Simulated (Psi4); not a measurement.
# singlet [CH2BCl2]+: levels of theory compared

We compute a comparison of 3 runs (HF/3-21G, HSE06/aug-cc-pVDZ, wB97X-V/aug-cc-pVDZ) of singlet [CH2BCl2]+. 

The results are computed with Psi4 1.11.

2 further runs of the same task are left out: 2 set aside as unsound or not needed.

### 1 Starting point

[CH2BCl2]+: 6 atoms, total charge +1, spin state singlet. SMILES of the parent species: `[CH2]B(Cl)Cl`. The shape is that of a GFN2-xTB optimisation. That shape belongs to the parent species and isn't relaxed for this state.

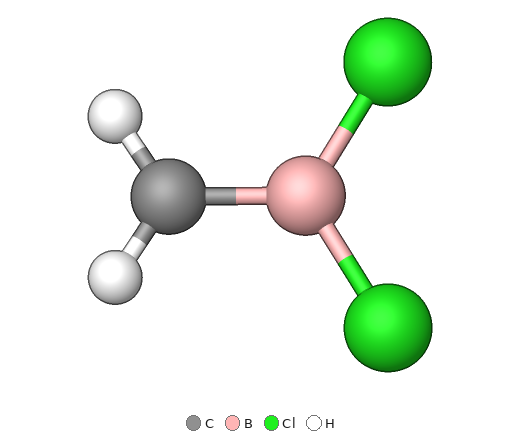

The structure, seen from a chosen angle (carbon grey, boron pink, chlorine green, hydrogen white).

### 2 The energy at HF/3-21G (run 1)

Contents of input.inp:

```
memory 1600 MB

molecule molecule1 {
  1 1
  C     -0.093530     0.844010    -0.051280
  B      0.070010    -0.637970     0.039860
  Cl     1.103090    -1.354990     1.244670
  Cl    -0.767720    -1.700770    -1.056820
  H      0.409700     1.529570     0.609410
  H     -0.721560     1.320150    -0.785830
  units angstrom
  symmetry c1
}

set basis 3-21G
set puream true
set e_convergence 1e-09
set d_convergence 1e-08
set scf_type pk

e, wfn = energy('hf', return_wfn=True)
oeprop(wfn, 'MULLIKEN_CHARGES', 'WIBERG_LOWDIN_INDICES', 'MAYER_INDICES', title='HF')
```

Launch:

```console
$ psi4 input.inp input.out -n 1
```

input.out:

```text
[...]
  Running in c1 symmetry.
[...]
  Nuclear repulsion =  170.956222912649821
[...]
  Multiplicity = 1
[...]
  Nalpha       = 23
  Nbeta        = 23
[...]
    Number of basis functions: 48
[...]
   @RHF iter   1:  -977.55430115551007   -5.89200e-03   6.31834e-03 DIIS/ADIIS
[...]
   @RHF iter  11:  -977.62534469560978    6.82121e-13   5.41828e-09 DIIS
[...]
  @RHF Final Energy:  -977.62534469560978
   => Energetics <=
    Nuclear Repulsion Energy =            170.9562229126498210
    One-Electron Energy =               -1679.1220772157116699
    Two-Electron Energy =                 530.5405096074521225
    Total Energy =                       -977.6253446956097832
[...]
 Multipole Moments:
 ------------------------------------------------------------------------------------
     Multipole            Electronic (a.u.)      Nuclear  (a.u.)        Total (a.u.)
 ------------------------------------------------------------------------------------
 L = 1.  Multiply by 2.5417464519 to convert [e a0] to [Debye]
 Dipole X            :          0.1833321           -0.5601819           -0.3768498
 Dipole Y            :         -1.6781596            5.1110132            3.4328536
 Dipole Z            :          0.1058513           -0.3158401           -0.2099888
 Magnitude           :                                                    3.4598547
[...]
```

Wall time 3.6 s (1 thread of Intel Xeon Platinum 8375C at 2.90GHz (Ice Lake), shared host); peak memory 0.19 GiB.

### 3 Energy and gradient at HSE06/aug-cc-pVDZ (run 2)

Contents of run_ase.py:

```python
import numpy as np
from ase.calculators.psi4 import Psi4
from ase import Atoms

mol = Atoms(['C', 'B', 'Cl', 'Cl', 'H', 'H'], positions=[
    [-0.093530, 0.844010, -0.051280],
    [0.070010, -0.637970, 0.039860],
    [1.103090, -1.354990, 1.244670],
    [-0.767720, -1.700770, -1.056820],
    [0.409700, 1.529570, 0.609410],
    [-0.721560, 1.320150, -0.785830],
])
calc = Psi4(atoms=mol, method='hse06', basis='aug-cc-pVDZ', memory='1600MB', num_threads=1, charge=1, multiplicity=1, label='calc')
calc.psi4.set_options({'puream': True, 'e_convergence': 1e-09, 'd_convergence': 1e-08, 'scf_type': 'pk', 'dft_radial_points': 99, 'dft_spherical_points': 590})
mol.calc = calc

forces = mol.get_forces()
print(f'energy: {mol.get_potential_energy():.6f} eV')
print('forces / eV A^-1')
print(np.round(forces, 5))
```

Launch:

```console
$ python run_ase.py
```

calc.dat:

```text
[...]
  Running in c1 symmetry.
[...]
  Nuclear repulsion =  170.956222912649821
[...]
  Multiplicity = 1
[...]
  Nalpha       = 23
  Nbeta        = 23
[...]
    Number of basis functions: 118
[...]
   @RKS iter   1:  -982.98908078977502    9.22864e-01   8.65493e-03 ADIIS/DIIS
[...]
   @RKS iter  13:  -983.89765831289924   -7.69660e-11   1.45824e-09 DIIS
[...]
  @RKS Final Energy:  -983.89765831289924
   => Energetics <=
    Nuclear Repulsion Energy =            170.9562229126498210
    One-Electron Energy =               -1685.3752203544433996
    Two-Electron Energy =                 581.1604467829687337
    DFT Exchange-Correlation Energy =     -50.6391076540743654
    Empirical Dispersion Energy =           0.0000000000000000
    VV10 Nonlocal Energy =                  0.0000000000000000
    Total Energy =                       -983.8976583128992388
[...]
  -Total Gradient:
     Atom            X                  Y                   Z
    ------   -----------------  -----------------  -----------------
       1        0.003372000646    -0.032079300726     0.002320786061
       2       -0.007353513750     0.068949211153    -0.004194629351
       3        0.000974461360    -0.011305856311     0.000409217761
       4        0.001424659120    -0.011201920225     0.000932420294
       5       -0.008151867679    -0.008971775402    -0.010799704803
       6        0.009735367129    -0.005400599113     0.011332524326
[...]
```

The script printed:

```text
energy: -26773.218989 eV
forces / eV A^-1
[[-0.1734   1.64958 -0.11934]
 [ 0.37813 -3.54551  0.2157 ]
 [-0.05011  0.58137 -0.02104]
 [-0.07326  0.57603 -0.04795]
 [ 0.41919  0.46135  0.55534]
 [-0.50061  0.27771 -0.58274]]
```

It took 2.6 min on 1 thread of Intel Xeon Platinum 8375C at 2.90GHz (Ice Lake), shared host; peak memory 1 GiB.

### 4 A single-point energy at wB97X-V/aug-cc-pVDZ (run 3)

Contents of input.json:

```json
{
  "schema_name": "qcschema_input",
  "schema_version": 1,
  "molecule": {
    "schema_name": "qcschema_molecule",
    "schema_version": 2,
    "symbols": ["C", "B", "Cl", "Cl", "H", "H"],
    "geometry": [-0.17674608, 1.59494775, -0.09690516, 0.13229973, -1.20558858, 0.07532448, 2.08453799, -2.56056, 2.35208542, -1.45078054, -3.2139895, -1.99710036, 0.77422079, 2.89046839, 1.151618, -1.36355078, 2.49472194, -1.48500348],
    "molecular_charge": 1,
    "molecular_multiplicity": 1,
    "fix_symmetry": "c1",
    "fix_com": true,
    "fix_orientation": true
  },
  "driver": "energy",
  "model": {
    "method": "wb97x-v",
    "basis": "aug-cc-pVDZ"
  },
  "keywords": {
    "reference": "rks",
    "puream": true,
    "e_convergence": 1e-09,
    "d_convergence": 1e-08,
    "scf_type": "pk",
    "dft_radial_points": 99,
    "dft_spherical_points": 590
  }
}
```

Launch:

```console
$ psi4 --qcschema input.json -n 1 --memory 1600MB
```

stdout:

```text
[...]
  Running in c1 symmetry.
[...]
  Nuclear repulsion =  170.956222992899512
[...]
  Multiplicity = 1
[...]
  Nalpha       = 23
  Nbeta        = 23
[...]
    Number of basis functions: 118
[...]
   @RKS iter   1:  -984.04995274564487   -9.96627e-02   1.72080e-03 DIIS/ADIIS
[...]
   @RKS iter  13:  -984.08288642794787   -5.02496e-11   9.57005e-09 DIIS
[...]
  @RKS Final Energy:  -984.08288642794787
   => Energetics <=
    Nuclear Repulsion Energy =            170.9562229928995123
    One-Electron Energy =               -1685.3388164305374630
    Two-Electron Energy =                 579.6667052460239802
    DFT Exchange-Correlation Energy =     -49.5566124166904345
    Empirical Dispersion Energy =           0.0000000000000000
    VV10 Nonlocal Energy =                  0.1896141803565061
    Total Energy =                       -984.0828864279478694
[...]
 Multipole Moments:
 ------------------------------------------------------------------------------------
     Multipole            Electronic (a.u.)      Nuclear  (a.u.)        Total (a.u.)
 ------------------------------------------------------------------------------------
 L = 1.  Multiply by 2.5417464519 to convert [e a0] to [Debye]
 Dipole X            :         -9.8559142            9.7855688           -0.0703454
 Dipole Y            :         89.8764625          -89.2404076            0.6360550
 Dipole Z            :         -5.5347734            5.4965520           -0.0382214
 Magnitude           :                                                    0.6410735
[...]
```

The result, in JSON:

```text
{
 "driver": "energy",
 "model": {
  "method": "wb97x-v",
  "basis": "aug-cc-pVDZ"
 },
 "success": true,
 "return_result": -984.0828864279479,
 "properties": {
  "calcinfo_nbasis": 118,
  "calcinfo_nmo": 118,
  "calcinfo_nalpha": 23,
  "calcinfo_nbeta": 23,
  "calcinfo_natom": 6,
  "nuclear_repulsion_energy": 170.9562229928995,
  "return_energy": -984.0828864279479,
  "scf_one_electron_energy": -1685.3388164305375,
  "scf_two_electron_energy": 579.666705246024,
  "scf_vv10_energy": 0.18961418035650607,
  "scf_xc_energy": -49.556612416690434,
  "scf_dipole_moment": [-0.07034535344205217, 0.6360549551692003, -0.038221375298401306],
  "scf_total_energy": -984.0828864279479,
  "scf_iterations": 13
 }
}
```

Run time: 2 min. Hardware: 1 thread of Intel Xeon Platinum 8375C at 2.90GHz (Ice Lake), shared host; peak memory 0.97 GiB.

### 5 All runs side by side

```csv
run,level,task,properties,energy (Eh),HOMO energy (eV),LUMO energy (eV),HOMO–LUMO gap (eV),wall time
1,HF/3-21G,energy,"(mulliken, wiberg, mayer)",-977.625345,-17.87,-8.91,8.96,3.6 s
2,HSE06/aug-cc-pVDZ,gradient,–,-983.897658,-14.20,-12.68,1.52,2.6 min
3,wB97X-V/aug-cc-pVDZ,energy,–,-984.082886,-16.90,-10.19,6.71,2 min
```

### 6 Summary of results

```
            quantity          value
 run 3: total energy  -984.08289 Eh
  run 3: HOMO energy      -16.90 eV
  run 3: LUMO energy      -10.19 eV
run 3: HOMO–LUMO gap        6.71 eV
```

**Reading.** The HOMO–LUMO gap runs from 1.52 eV (HSE06/aug-cc-pVDZ) to 8.96 eV (HF/3-21G). The two ends differ in method and basis. Totals of different functionals can't be ranked against each other. All runs together took 4.7 min, the longest 2.6 min.
